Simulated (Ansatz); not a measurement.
## Ligand exchange: C2H3Cl + MgH(SH) → C2H4S + MgHCl

Species: C2H3Cl `C=CCl`, singlet; MgH(SH), singlet; C2H4S `C=CS`, singlet; MgHCl `[MgH][Cl]`, singlet. The partners trade Cl for SH: C–Cl and Mg–SH bonds give way to C–SH and Mg–Cl.

Shapes, held fixed at every level: PBE0-D4/def2-TZVP. Flexible molecules stand in one conformer, not always the lowest. Programs: Ansatz 0.2.0. Electronic energies: no zero-point or thermal term.

```json
{"level": "PBE-D4/def2-TZVPP", "kind": "GGA", "ΔE (kJ/mol)": "-80.4", "less CCSD(T)/def2-TZVPP": "+2.6"}
{"level": "r2SCAN-D4/def2-TZVPP", "kind": "meta-GGA", "ΔE (kJ/mol)": "-87.0", "less CCSD(T)/def2-TZVPP": "-4.0"}
{"level": "B3LYP-D4/def2-TZVPP", "kind": "global hybrid", "ΔE (kJ/mol)": "-86.5", "less CCSD(T)/def2-TZVPP": "-3.5"}
{"level": "wB97M-V/def2-TZVPP", "kind": "range-separated hybrid", "ΔE (kJ/mol)": "-85.2", "less CCSD(T)/def2-TZVPP": "-2.2"}
{"level": "B2PLYP/def2-TZVPP", "kind": "double hybrid", "ΔE (kJ/mol)": "-85.9", "less CCSD(T)/def2-TZVPP": "-2.9"}
{"level": "CCSD/def2-TZVPP", "kind": "coupled cluster or CI", "ΔE (kJ/mol)": "-84.6", "less CCSD(T)/def2-TZVPP": "-1.6"}
{"level": "CCSD(T)/def2-TZVPP", "kind": "coupled cluster or CI", "ΔE (kJ/mol)": "-83.0", "less CCSD(T)/def2-TZVPP": "0.0"}
```

The highest level, CCSD(T)/def2-TZVPP, gives ΔE = -83.0 kJ/mol; the levels span -87.0 to -80.4. The column of differences is taken from that level and isn't an error. No measured value is set beside it here. Outer-core shells of Mg are correlated in most correlated rows, in sets that cover them unevenly.

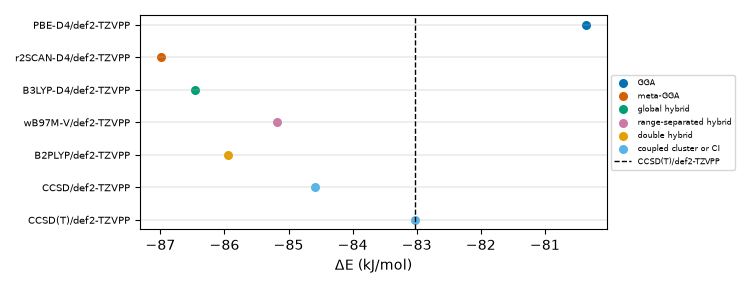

The values of the table, level by level.
